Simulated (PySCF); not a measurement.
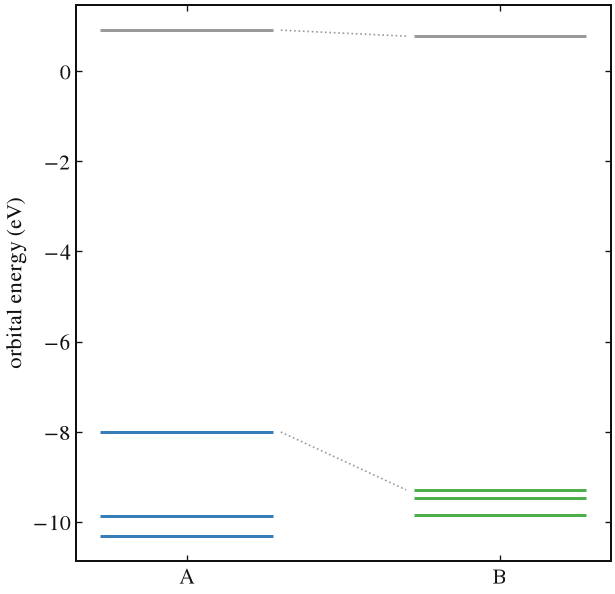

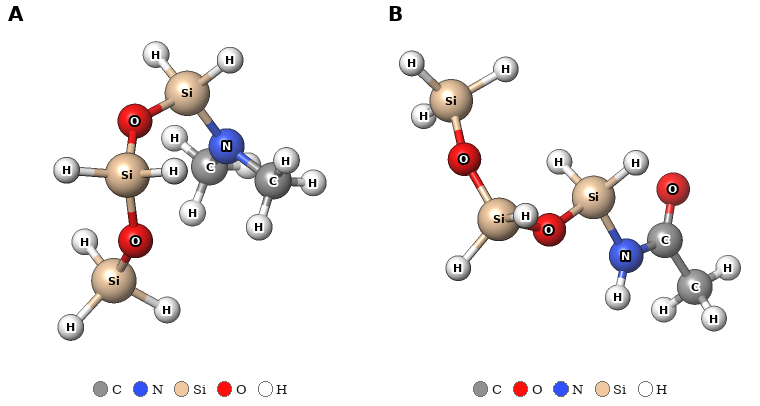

Related molecules: A is C₂H₁₃NO₂Si₃, SMILES CN(C)[SiH2]O[SiH2]O[SiH3]; B is C₂H₁₁NO₃Si₃, SMILES CC(=O)N[SiH2]O[SiH2]O[SiH3]. Frontier orbital energies, CAM-B3LYP/def2-SVPD with PySCF 2.14.0, at a PBE0-D3(BJ)/def2-SVP geometry (no frequency check); drawn are at most three filled levels and, in grey, the LUMO with any level within 0.03 eV of it; dotted lines join the HOMOs and the LUMOs.

**What does the change do to the frontier levels?**

From A to B the HOMO falls by 1.28 eV and the LUMO falls by 0.13 eV, so the separation goes from 8.92 to 10.07 eV.

**Does the ΔSCF ionisation energy follow the HOMO?**

A: −ε(HOMO) 8.01, ΔSCF 8.58 eV; B: −ε(HOMO) 9.29, ΔSCF 10.01 eV.

Limits of at least one run: empty levels above zero depend strongly on the basis; one conformer of a flexible molecule.
